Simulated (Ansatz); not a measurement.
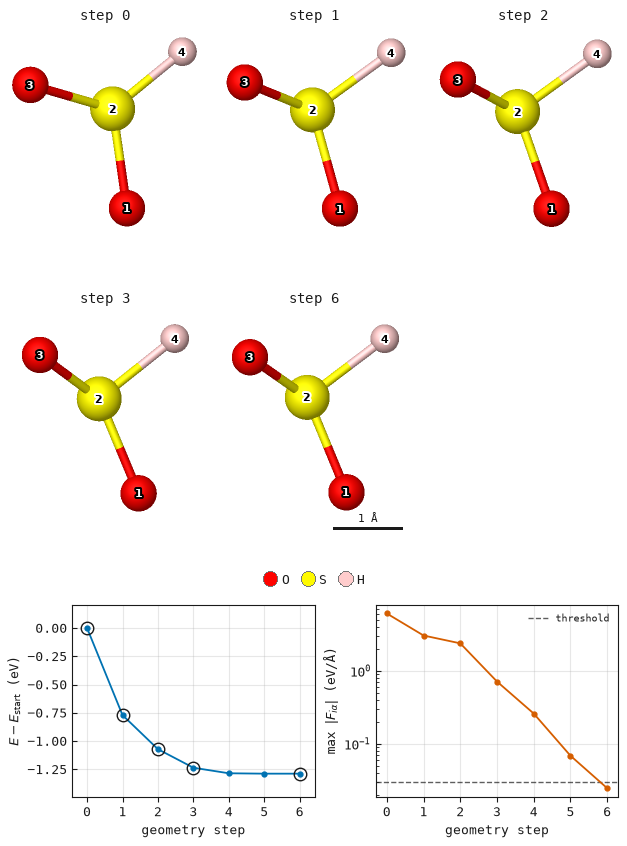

Frames of a relaxation of HSO$_{2}$ (multiplicity 2), marked on the history of the run. Style: ball-and-stick. Shown at a tilt.

It is one of the separated reactants of a reaction.

Level of theory: UKS PBE-D4/def2-SVP in Ansatz. (force threshold 0.03 eV/Å; at most 250 steps)

Q: What happens along the run?

A: The largest move after the best rigid fit is that of S2, 0.24 Å. Largest moves by element: S 0.24 Å, O 0.22 Å, H 0.20 Å. Among the contacts that change: S2–O3 1.627 → 1.500 Å, S2–H4 1.360 → 1.422 Å, O1–S2 1.466 → 1.500 Å. Bond angles that change, for instance: O3–S2–H4 125.5° → 104.7°, O1–S2–H4 119.9° → 104.7°, O1–S2–O3 108.9° → 123.9°. Over 6 geometry steps the energy falls by 1.289 eV. The largest force component goes from 6.1 to 0.025 eV/Å. Cost: 5.5 s on 2 threads of Intel Xeon 6975P-C (shared host). From step 0 to 1: S2 moves most (0.20 Å), energy −0.770 eV. From step 1 to 2: O3 moves most (0.08 Å), energy −0.302 eV. From step 2 to 3: S2 moves most (0.14 Å), energy −0.164 eV. From step 3 to 6: S2 moves most (0.06 Å), energy −0.053 eV.

| step | E − E(0), eV | largest force component, eV/Å |
| --- | --- | --- |
| 0 | 0.0000 | 6.1157 |
| 1 | -0.7702 | 3.0540 |
| 2 | -1.0719 | 2.3851 |
| 3 | -1.2359 | 0.7149 |
| 4 | -1.2851 | 0.2606 |
| 5 | -1.2884 | 0.0689 |
| 6 | -1.2885 | 0.0247 |
